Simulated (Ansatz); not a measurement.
**C2H6BNO: two geometries relaxed**

Are the two ends of the inversion of the pyramid at N5 separate minima, and which lies lower? Each is relaxed from a guess. SMILES of the start: CC1OB1N.

All numbers below are computed with Ansatz 0.2.0 (RKS PBE-D4/6-31G*).

## (1) The starting structure

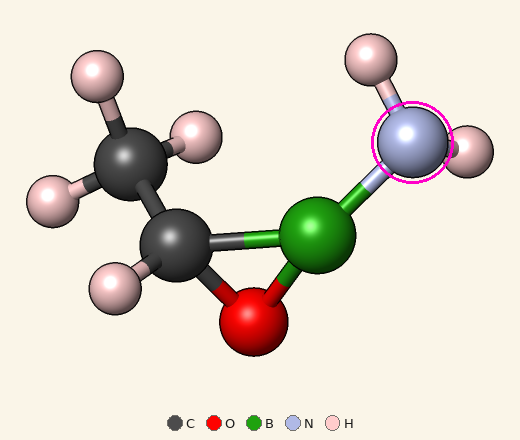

The starting structure, seen from a chosen angle (carbon dark grey, oxygen red, boron green, nitrogen light blue, hydrogen pink). Ringed: N5.

As a file:

```xyz
11

C    -1.3028   -0.3340    0.4062
C    -0.0121    0.0871    1.0069
O     0.8519   -0.9439    0.9585
B     1.2830    0.1758    0.0107
N     1.6269    0.5885   -1.3999
H    -1.8665    0.6458    0.0438
H    -1.2116   -0.9849   -0.4607
H    -1.9415   -0.7607    1.1606
H     0.0446    0.6923    1.9913
H     1.8106   -0.2768   -1.9005
H     0.7829    1.0538   -1.7964
```

## (2) Relaxing end A

Input file input.yaml:

```yaml
crystal:
  periodic: [false, false, false]
  atoms:
    - { symbol: C, position_ang: [-1.3028, -0.334, 0.4062] }
    - { symbol: C, position_ang: [-0.0121, 0.0871, 1.0069] }
    - { symbol: O, position_ang: [0.8519, -0.9439, 0.9585] }
    - { symbol: B, position_ang: [1.283, 0.1758, 0.0107] }
    - { symbol: "N", position_ang: [1.6269, 0.5885, -1.3999] }
    - { symbol: H, position_ang: [-1.8665, 0.6458, 0.0438] }
    - { symbol: H, position_ang: [-1.2116, -0.9849, -0.4607] }
    - { symbol: H, position_ang: [-1.9415, -0.7607, 1.1606] }
    - { symbol: H, position_ang: [0.0446, 0.6923, 1.9913] }
    - { symbol: H, position_ang: [1.8106, -0.2768, -1.9005] }
    - { symbol: H, position_ang: [0.7829, 1.0538, -1.7964] }
basis:
  gaussian: { orbitals: "6-31G*" }
hamiltonian:
  xc: pbe
  dispersion: d4
relax:
  f_tol: 0.015
  max_steps: 40
```

Started as:

```bash
> ansatz run input.yaml --threads 1 --pin off --max-ram 2048MiB --backend cpu --events-out ev --progress --plain --runs-dir out
```

What it wrote, shortened:

```text
Warning: RAYON_NUM_THREADS=1 ignored (pool sized by the plan → 1); use --threads N
[...]
Functional definition: PBE
[...]
1054 factors; their error is unknown
[...]
mean field -6375.90404974 eV, -234.3101520850 hartree, gradient 2.1e-5 eV, S^2 0.000000; 0 other end points of the search recorded, 0 dependent functions left out
[...]
reference -6375.90407296 eV, -234.3101529383 hartree; 19, 19 occupied and 68, 68 virtual orbitals, 1054 factors
relax step   1: F+E_penalty+E_count = -6376.08308567 eV  Δ(F+E_penalty+E_count) = +0.000e0 eV  max|allowed force component| = 5.678e0 eV/Å  Δτ_max = 0.0000 Å  (30 SCF iters, accepted)
[...]
relax step   3: F+E_penalty+E_count = -6378.01963842 eV  Δ(F+E_penalty+E_count) = -5.299e-1 eV  max|allowed force component| = 1.425e0 eV/Å  Δτ_max = 0.1948 Å  (38 SCF iters, accepted)
[...]
relax step   5: F+E_penalty+E_count = -6378.22167346 eV  Δ(F+E_penalty+E_count) = -4.766e-2 eV  max|allowed force component| = 2.952e-1 eV/Å  Δτ_max = 0.2000 Å  (29 SCF iters, accepted)
[...]
relax step   7: F+E_penalty+E_count = -6378.23942470 eV  Δ(F+E_penalty+E_count) = -1.775e-2 eV  max|allowed force component| = 2.358e-1 eV/Å  Δτ_max = 0.0959 Å  (30 SCF iters, accepted)
[...]
relax step   9: F+E_penalty+E_count = -6378.24200781 eV  Δ(F+E_penalty+E_count) = -1.079e-4 eV  max|allowed force component| = 1.777e-2 eV/Å  Δτ_max = 0.0047 Å  (32 SCF iters, accepted)
[...]
relax step  10: F+E_penalty+E_count = -6378.24203167 eV  Δ(F+E_penalty+E_count) = -2.386e-5 eV  max|allowed force component| = 3.526e-3 eV/Å  Δτ_max = 0.0041 Å  (33 SCF iters, accepted)
1054 factors; their error is unknown
[...]
mean field -6378.06924091 eV, -234.3897213929 hartree, gradient 2.4e-5 eV, S^2 0.000000; 1 other end points of the search recorded, 0 dependent functions left out
[...]
reference -6378.06926435 eV, -234.3897222542 hartree; 19, 19 occupied and 68, 68 virtual orbitals, 1054 factors
Total energy: -6378.24205511 eV, -234.3960721975 hartree
Atom 0 at    -1.556159    -0.328680     0.615031 Å, force    -0.002732     0.003526    -0.001761 eV/Å
Atom 1 at    -0.140327     0.173559     0.771743 Å, force     0.000299    -0.000892     0.003432 eV/Å
Atom 2 at     0.932431    -0.922755     0.658990 Å, force     0.001022    -0.000864    -0.001629 eV/Å
Atom 3 at     0.952752     0.066903    -0.283829 Å, force     0.000554    -0.001902    -0.000496 eV/Å
Atom 4 at     1.684954     0.416673    -1.421120 Å, force     0.000892    -0.000020    -0.002864 eV/Å
Atom 5 at    -2.249959     0.528631     0.539685 Å, force     0.000056    -0.001715    -0.001620 eV/Å
Atom 6 at    -1.672245    -0.938556    -0.296066 Å, force    -0.001554     0.001053     0.000554 eV/Å
Atom 7 at    -1.872314    -0.938809     1.481100 Å, force     0.003245    -0.000290     0.000442 eV/Å
Atom 8 at     0.025106     0.771665     1.681913 Å, force    -0.002144     0.001060     0.003416 eV/Å
Atom 9 at     2.470879    -0.134661    -1.758664 Å, force     0.001073     0.001478     0.000820 eV/Å
Atom 10 at     1.490283     1.249030    -1.968284 Å, force    -0.000712    -0.001434    -0.000294 eV/Å
Dipole moment:     0.048542     0.332300    -0.398036 e Å
```

Wall time 55 s (1 thread of Arm Neoverse N1, shared host); peak memory 0.15 GiB.

Relaxation path:

| step | energy from step 1 (eV) | largest force component (eV/Å) |
| --- | --- | --- |
| 1 | 0.0000 | 5.6781 |
| 2 | -1.4067 | 2.3152 |
| 3 | -1.9366 | 1.4251 |
| 4 | -2.0909 | 0.5211 |
| 5 | -2.1386 | 0.2952 |
| 6x | -2.1303 | 0.5929 |
| 7 | -2.1563 | 0.2358 |
| 8 | -2.1588 | 0.0309 |
| 9 | -2.1589 | 0.0178 |
| 10 | -2.1589 | 0.0035 |

Step 1 is the start. 1 step was tried and not accepted (marked x).

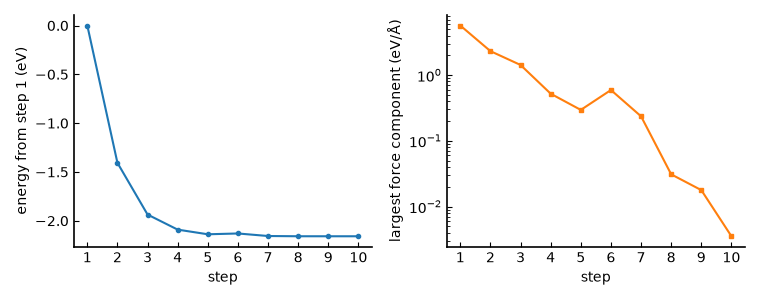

How energy and force went from step to step.

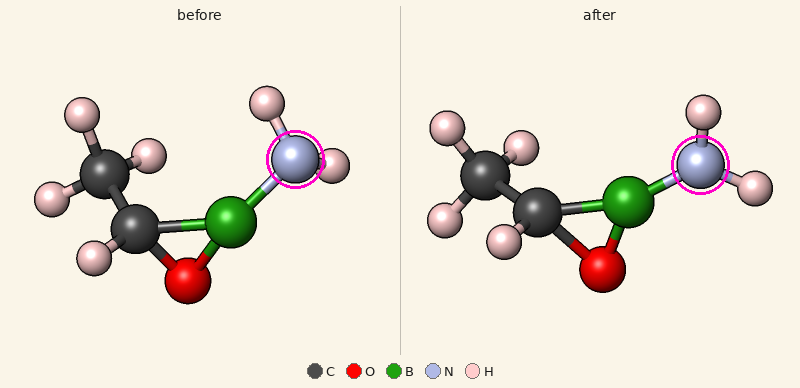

Before and after, at one scale.

After: Bond lengths: C1–C2 1.510 Å, C2–O3 1.538 Å, C2–B4 1.523 Å, O3–B4 1.367 Å, B4–N5 1.397 Å, C1–H6 1.105 Å, C1–H7 1.103 Å, C1–H8 1.106 Å, C2–H9 1.102 Å, N5–H10 1.018 Å, N5–H11 1.015 Å. Angles (14 of 19 angles, heavy atoms first): C1–C2–O3 114.2°, C1–C2–B4 125.3°, O3–C2–B4 53.0°, C2–O3–B4 62.9°, C2–B4–O3 64.0°, C2–B4–N5 157.3°, O3–B4–N5 138.6°, C1–C2–H9 114.0°, O3–C2–H9 110.1°, B4–C2–H9 120.2°, C2–C1–H6 109.7°, C2–C1–H7 111.6°, C2–C1–H8 111.7°, B4–N5–H10 122.6°.

## (3) End point B

The second end starts from a geometry with the move made by hand.

Edit input.yaml of step 2 so:

```diff
@@ -12,4 +12,4 @@
     - { symbol: H, position_ang: [0.0446, 0.6923, 1.9913] }
-    - { symbol: H, position_ang: [1.8106, -0.2768, -1.9005] }
-    - { symbol: H, position_ang: [0.7829, 1.0538, -1.7964] }
+    - { symbol: H, position_ang: [2.57728, 0.26346, -1.55552] }
+    - { symbol: H, position_ang: [1.60045, 1.62991, -1.42853] }
 basis:
@@ -22 +22,3 @@
   max_steps: 40
+output:
+  orbitals: {}
```

Started as:

```bash
> ansatz run input.yaml --threads 1 --pin off --max-ram 2048MiB --backend cpu --events-out ev --progress --plain --runs-dir out
```

What it wrote, shortened:

```text
Warning: RAYON_NUM_THREADS=1 ignored (pool sized by the plan → 1); use --threads N
[...]
Functional definition: PBE
[...]
1054 factors; their error is unknown
[...]
mean field -6376.07673265 eV, -234.3164980649 hartree, gradient 2.6e-5 eV, S^2 0.000000; 0 other end points of the search recorded, 0 dependent functions left out
[...]
reference -6376.07675651 eV, -234.3164989417 hartree; 19, 19 occupied and 68, 68 virtual orbitals, 1054 factors
relax step   1: F+E_penalty+E_count = -6376.25298822 eV  Δ(F+E_penalty+E_count) = +0.000e0 eV  max|allowed force component| = 5.604e0 eV/Å  Δτ_max = 0.0000 Å  (29 SCF iters, accepted)
[...]
relax step   3: F+E_penalty+E_count = -6378.09325939 eV  Δ(F+E_penalty+E_count) = -4.953e-1 eV  max|allowed force component| = 1.369e0 eV/Å  Δτ_max = 0.1943 Å  (37 SCF iters, accepted)
[...]
Atom 1 at    -0.076675     0.201864     0.830613 Å, force    -0.005513     0.014220     0.004480 eV/Å
Atom 2 at     1.030756    -0.860678     0.734023 Å, force    -0.005790    -0.002101    -0.010231 eV/Å
Atom 3 at     1.118502     0.208483    -0.113671 Å, force     0.008134    -0.001328     0.013244 eV/Å
Atom 4 at     1.952244     0.672717    -1.134032 Å, force    -0.002758     0.003133    -0.009345 eV/Å
Atom 5 at    -2.159628     0.542852     0.408136 Å, force     0.005536    -0.003151     0.001517 eV/Å
Atom 6 at    -1.463548    -0.841155    -0.477854 Å, force    -0.001517     0.003134     0.002248 eV/Å
Atom 7 at    -1.845492    -0.991638     1.262797 Å, force     0.000504     0.001560    -0.002739 eV/Å
Atom 8 at    -0.019610     0.720144     1.801216 Å, force     0.001113    -0.000698    -0.003282 eV/Å
Atom 9 at     2.781172     0.167766    -1.439584 Å, force     0.002717    -0.002698     0.004878 eV/Å
Atom 10 at     1.788613     1.545867    -1.624931 Å, force    -0.001578    -0.001305    -0.000520 eV/Å
Dipole moment:     0.078052     0.366699    -0.362793 e Å
```

Run time: 59 s. Hardware: 1 thread of Arm Neoverse N1, shared host; peak memory 0.14 GiB.

Step by step:

| step | energy from step 1 (eV) | largest force component (eV/Å) |
| --- | --- | --- |
| 1 | 0.0000 | 5.6043 |
| 2 | -1.3450 | 2.4471 |
| 3 | -1.8403 | 1.3690 |
| 4x | -1.7729 | 1.6570 |
| 5 | -1.9615 | 0.5836 |
| 6 | -1.9759 | 0.2550 |
| 7 | -1.9865 | 0.1733 |
| 8x | -1.9843 | 0.4915 |
| 9 | -1.9879 | 0.1096 |
| 10 | -1.9889 | 0.0318 |
| 11 | -1.9890 | 0.0142 |

Step 1 is the start. 2 steps were tried and not accepted (marked x).

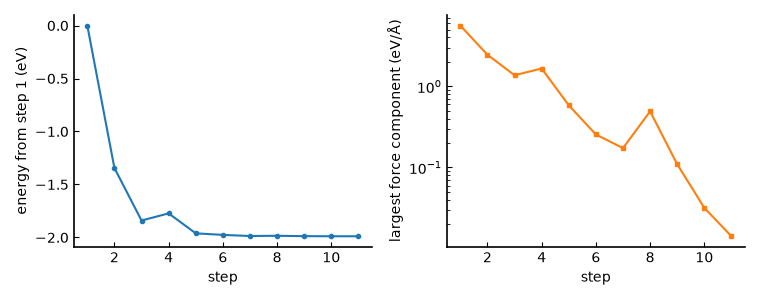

How energy and force went from step to step.

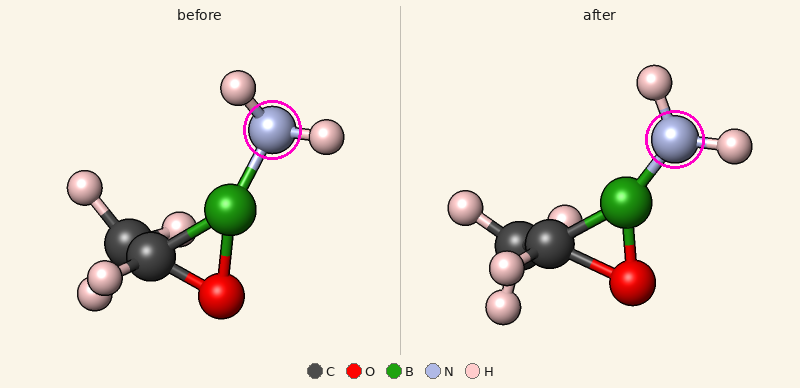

The structure before (left) and after (right), drawn at the same scale.

After: Bond lengths: C1–C2 1.510 Å, C2–O3 1.538 Å, C2–B4 1.523 Å, O3–B4 1.367 Å, B4–N5 1.397 Å, C1–H6 1.106 Å, C1–H7 1.103 Å, C1–H8 1.106 Å, C2–H9 1.102 Å, N5–H10 1.018 Å, N5–H11 1.015 Å. Angles (14 of 19 angles, heavy atoms first): C1–C2–O3 114.3°, C1–C2–B4 125.3°, O3–C2–B4 53.1°, C2–O3–B4 62.9°, C2–B4–O3 64.0°, C2–B4–N5 157.3°, O3–B4–N5 138.7°, C1–C2–H9 114.0°, O3–C2–H9 110.1°, B4–C2–H9 120.2°, C2–C1–H6 109.8°, C2–C1–H7 111.6°, C2–C1–H8 111.7°, B4–N5–H10 122.7°.

## (4) Outcome

| quantity | value |
| --- | --- |
| end A | 8 moves, 2.159 eV lower |
| end B | 8 moves, 1.989 eV lower |
| largest difference between the ends | 0.01 Å |
| end B relative to end A | +0.000 eV |

Both starts fell into the same minimum (no atom differs by more than 0.01 Å), so from this start no second minimum was found and no band was run; another arrangement could still be one.
